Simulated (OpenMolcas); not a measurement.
**doublet [HNO3]+ at 6 levels**

Wanted: a comparison of 6 runs (UHF/STO-3G, U-r2SCAN/def2-SVPD, UB3LYP/def2-SVPD, UM06-L/def2-SVPD, UTPSS/def2-SVPD, ROMP2/def2-SVPD) of doublet [HNO3]+. 

Program for the calculation: OpenMolcas 26.06.

1 further run of the same task is left out (it didn't finish).

**1. Starting point**

[HNO3]+ has 5 atoms, charge +1, and is taken as a doublet. SMILES of the parent species: `O=[N+]([O-])O`. Geometry: relaxed at PBE0-D4/def2-TZVP. That shape belongs to the parent species and isn't relaxed for this state.

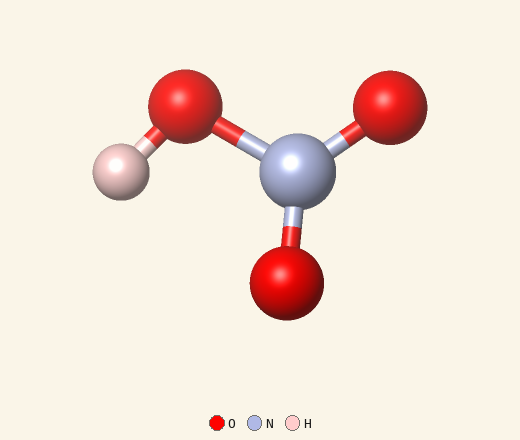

The structure, seen from a chosen angle (oxygen red, nitrogen light blue, hydrogen pink).

**2. The energy at UHF/STO-3G (run 1)**

Input file mol.xyz:

```xyz
5

O      1.317870    -0.315800     0.746500
N      0.253090    -0.279730     0.226190
O     -0.596440    -1.123960     0.141450
O     -0.044080     0.932950    -0.373960
H     -0.930440     0.786540    -0.740170
```

Input file mol.input:

```
&gateway
 baslib = $CurrDir
 coord = mol.xyz
 basis = STO-3G
 group = NoSym

&seward

&scf
 uhf
 charge = 1
 spin = 2
 thresholds = 1e-10 1e-07 1e-07 1e-05
 prorbitals = 1 1
```

The basis set STO-3G is read from a file made from the Basis Set Exchange's data (not shown).

Run with:

```bash
$ export MOLCAS_MEM=1860
$ pymolcas mol.input > mol.log
```

The program printed:

```text
--- Start Module: gateway ---
[...]
--- Stop Module: gateway /rc=_RC_ALL_IS_WELL_ ---
--- Start Module: seward ---
[...]
      Basis functions           21
--- Stop Module: seward /rc=_RC_ALL_IS_WELL_ ---
--- Start Module: scf ---
[...]
       Convergence after  40 Iterations
[...]
::    Total SCF energy                               -275.3935297853
[...]
      Total spin, S                                     0.6573542704
[...]
      Total electronic charge=   31.000000
      Total            charge=    1.000000
[...]
      Dipole Moment (debye):
      Origin of the operator (angstrom)=    0.2134   -0.1783    0.1689
                   X= -1.7169E+00               Y= -9.3123E-02               Z= -7.8153E-01           Total=  1.8887E+00
      Center of Charge (angstrom)
[...]
--- Stop Module: scf /rc=_RC_ALL_IS_WELL_ ---
[...]
```

It took 1.5 s on 1 thread of Intel Xeon 6975P-C (Granite Rapids), shared host; peak memory 0.37 GiB.

**3. A single-point energy at U-r2SCAN/def2-SVPD (run 2)**

Input file job.input:

```
>>> EXPORT MOLCAS_PRINT=2

&GATEWAY
 BasLib=$CurrDir
 Coord
 5
 angstrom
 O        1.317870      -0.315800       0.746500
 N        0.253090      -0.279730       0.226190
 O       -0.596440      -1.123960       0.141450
 O       -0.044080       0.932950      -0.373960
 H       -0.930440       0.786540      -0.740170
 Basis=def2-SVPD
 Group=NoSym

&SEWARD
 GridInput
 Grid=UltraFine
 End of Grid

&SCF
 UHF
 Charge=1
 Spin=2
 KSDFT=2
 1.0 MGGA_X_R2SCAN
 1.0 MGGA_C_R2SCAN
 Thresholds=1e-10 1e-07 1e-07 1e-05
 PrOrbitals=1 2
```

The basis set def2-SVPD is read from a file made from the Basis Set Exchange's data (not shown).

Run with:

```bash
$ export MOLCAS_MEM=1860
$ pymolcas job.input > job.log
```

The program printed:

```text
--- Start Module: gateway ---
[...]
--- Stop Module: gateway /rc=_RC_ALL_IS_WELL_ ---
--- Start Module: seward ---
[...]
      Basis functions           97
--- Stop Module: seward /rc=_RC_ALL_IS_WELL_ ---
[...]
--- Start Module: scf ---
[...]
       Convergence after  31 Iterations
[...]
::    Total KS-DFT energy                            -280.1190804365
[...]
      Total spin, S                                     0.5041739722
[...]
      Total electronic charge=   31.000000
      Total            charge=    1.000000
[...]
      Dipole Moment (debye):
      Origin of the operator (angstrom)=    0.2134   -0.1783    0.1689
                   X= -1.8610E+00               Y=  4.4014E-01               Z= -1.0518E+00           Total=  2.1825E+00
      Center of Charge (angstrom)
[...]
--- Stop Module: scf /rc=_RC_ALL_IS_WELL_ ---
[...]
```

It took 86 s on 1 thread of Intel Xeon 6975P-C (Granite Rapids), shared host; peak memory 0.54 GiB.

Run 3 isn't shown in full; the table further down has it.

**4. A single-point energy at UM06-L/def2-SVPD (run 4)**

Input file coord.xyz:

```xyz
5

O      1.317870    -0.315800     0.746500
N      0.253090    -0.279730     0.226190
O     -0.596440    -1.123960     0.141450
O     -0.044080     0.932950    -0.373960
H     -0.930440     0.786540    -0.740170
```

Input file mol.inp:

```
&GATEWAY
BasLib
$CurrDir
Coord
coord.xyz
Basis
def2-SVPD
Group
NoSym
&SEWARD
GridInput
Grid=UltraFine
End of Grid
&SCF
UHF
Charge
1
Spin
2
KSDFT
M06L
Thresholds
1e-10 1e-07 1e-07 1e-05
PrOrbitals
1 2
```

The basis set def2-SVPD is read from a file made from the Basis Set Exchange's data (not shown).

Run with:

```bash
$ export MOLCAS_MEM=1860
$ pymolcas mol.inp > mol.log
```

The program printed:

```text
--- Start Module: gateway ---
[...]
--- Stop Module: gateway /rc=_RC_ALL_IS_WELL_ ---
--- Start Module: seward ---
[...]
      Basis functions           97
--- Stop Module: seward /rc=_RC_ALL_IS_WELL_ ---
[...]
--- Start Module: scf ---
[...]
       Convergence after  30 Iterations
[...]
::    Total KS-DFT energy                            -280.2184337559
[...]
      Total spin, S                                     0.5038540819
[...]
      Total electronic charge=   31.000000
      Total            charge=    1.000000
[...]
      Dipole Moment (debye):
      Origin of the operator (angstrom)=    0.2134   -0.1783    0.1689
                   X= -1.8409E+00               Y=  4.3508E-01               Z= -1.0404E+00           Total=  2.1589E+00
      Center of Charge (angstrom)
[...]
--- Stop Module: scf /rc=_RC_ALL_IS_WELL_ ---
[...]
```

Wall time 84 s (1 thread of Intel Xeon 6975P-C (Granite Rapids), shared host); peak memory 0.54 GiB.

Run 5 isn't shown in full; the table further down has it.

**5. The energy at ROMP2/def2-SVPD (run 6)**

Input file test.inp:

```
* HNO3 ROMP2

&GATEWAY
 BasLib=$CurrDir
 Coord
 5
 angstrom
 O        1.317870      -0.315800       0.746500
 N        0.253090      -0.279730       0.226190
 O       -0.596440      -1.123960       0.141450
 O       -0.044080       0.932950      -0.373960
 H       -0.930440       0.786540      -0.740170
 Basis=def2-SVPD
 Group=NoSym

&SEWARD

&SCF
 UHF
 Charge=1
 Spin=2
 Thresholds=1e-10 1e-07 1e-07 1e-05
 PrOrbitals=1 1

&RASSCF
 FileOrb=$Project.UnaOrb
 Spin=2
 Nactel=1 0 0
 Inactive=15
 Ras2=1
 OutOrbitals=Canonical
 OrbListing=Few

&CASPT2
 IPEA=0.0
 Frozen=4
```

The basis set def2-SVPD is read from a file made from the Basis Set Exchange's data (not shown).

Run with:

```bash
$ export MOLCAS_MEM=1860
$ pymolcas test.inp > test.log
```

The program printed:

```text
--- Start Module: gateway ---
[...]
--- Stop Module: gateway /rc=_RC_ALL_IS_WELL_ ---
[...]
      Basis functions           97
[...]
       Convergence after  81 Iterations
[...]
::    Total SCF energy                               -278.8270425222
[...]
      Total spin, S                                     0.6635461944
[...]
--- Start Module: rasscf ---
[...]
      Number of active orbitals                  1
[...]
      Spin quantum number                      0.5
[...]
      Active orbitals                            1
[...]
      Number of CSFs                             1
[...]
      Number of root(s) required                 1
[...]
      Convergence after 14 iterations
[...]
      printout of CI-coefficients larger than  0.05 for root  1
      energy=    -278.814785
      conf/sym  1     Coeff  Weight
             1  u   1.00000 1.00000
      Natural orbitals and occupation numbers for root  1
      sym 1:   1.000000
      ************************************************************************************************************************
      *                                                    Final results                                                     *
[...]
::    RASSCF root number  1 Total energy:   -278.81478460
[...]
      Total electronic charge=   31.000000
      Total            charge=    1.000000
[...]
      Dipole Moment (debye):
      Origin of the operator (angstrom)=    0.2134   -0.1783    0.1689
                   X= -2.8660E+00               Y= -2.1907E-01               Z= -1.2806E+00           Total=  3.1467E+00
      Center of Charge (angstrom)
[...]
--- Stop Module: rasscf /rc=_RC_ALL_IS_WELL_ ---
[...]
--- Start Module: caspt2 ---
[...]
 ###    WARNING: User changed nr of frozen orbitals.                         ###
 ###############################################################################
[...]
      E2 (Variational):          -0.7273831774
      Total energy:            -279.5421677808
[...]
      Reference weight:           0.82154
[...]
::    CASPT2 Root  1     Total energy:   -279.54216778
[...]
--- Stop Module: caspt2 /rc=_RC_ALL_IS_WELL_ ---
[...]
```

It took 38 s on 1 thread of Intel Xeon 6975P-C (Granite Rapids), shared host; peak memory 0.54 GiB.

**6. The series**

```
run               level  integration grid  frozen core orbitals  energy (Eh)  HOMO energy (eV)  LUMO energy (eV)   ⟨S²⟩  wall time
  1          UHF/STO-3G                 –                     –  -275.393530            -21.14             -5.11  1.089      1.5 s
  2  U-r2SCAN/def2-SVPD         UltraFine                     –  -280.119080            -17.48            -16.27  0.758       86 s
  3    UB3LYP/def2-SVPD         UltraFine                     –  -280.236587            -18.33            -15.72  0.759       55 s
  4    UM06-L/def2-SVPD         UltraFine                     –  -280.218434            -17.44            -16.34  0.758       84 s
  5     UTPSS/def2-SVPD         UltraFine                     –  -280.300017            -17.26            -16.24  0.755       95 s
  6     ROMP2/def2-SVPD                 –                     4  -279.542168                 –                 –      –       38 s
```

**7. Results**

| quantity | value |
| --- | --- |
| run 6: total energy | -279.54217 Eh |

Totals of different functionals can't be ranked against each other. In run 1 the basis is minimal, so the values are rough. Spin contamination of the reference: run 1 ⟨S²⟩ = 1.09. All runs together took 6 min, the longest 95 s.
